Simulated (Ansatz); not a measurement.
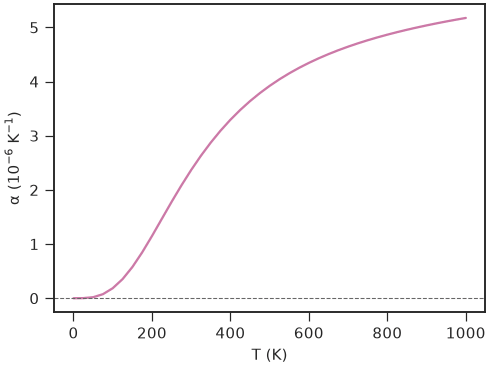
Figure. Linear thermal expansion of zinc blende SiC from quasi-harmonic lattice dynamics, Ansatz (a program for electronic structure), LDA functional, plane-wave PAW

Another polymorph of this substance is known too; which is more stable was not tested here. Dynamical quadrupoles are not included in the interpolation of the phonons between the solved wave vectors.

Question: Read off α at 100 K, and say whether it is negative anywhere.

Answer: About 0.18 × 10⁻⁶ K⁻¹. It is not negative in the range shown.

The PAW data sets were generated under PBE and serve the other functionals too.
